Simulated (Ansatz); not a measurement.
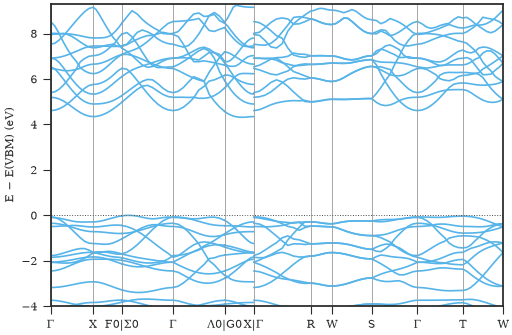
Band structure from the program Ansatz at the r²SCAN+D4 level (PAW)

The gap is 4.32 eV; an edge lies off the plotted path or next to a special point (maximum off the standard path, minimum on the G0–X line, 59 % of the way from G0).

The material is BeI₂ in space group Ibam (No. 72; Be on 4a, I on 8j).

The first step of the workflow began from a Materials Project structure, measured or hypothetical; the Crystallography Open Database files this formula in space group No. 72, but the cells were not matched. Whether it is the stable phase at ambient conditions was not checked. The cell was relaxed with r²SCAN+D4 under the symmetry of its start; whether a distortion lowers the energy is not shown. Scalar-relativistic: spin–orbit coupling is off unless named, which matters more the heavier the elements.

Potentials: the later of the program's two PAW sets.
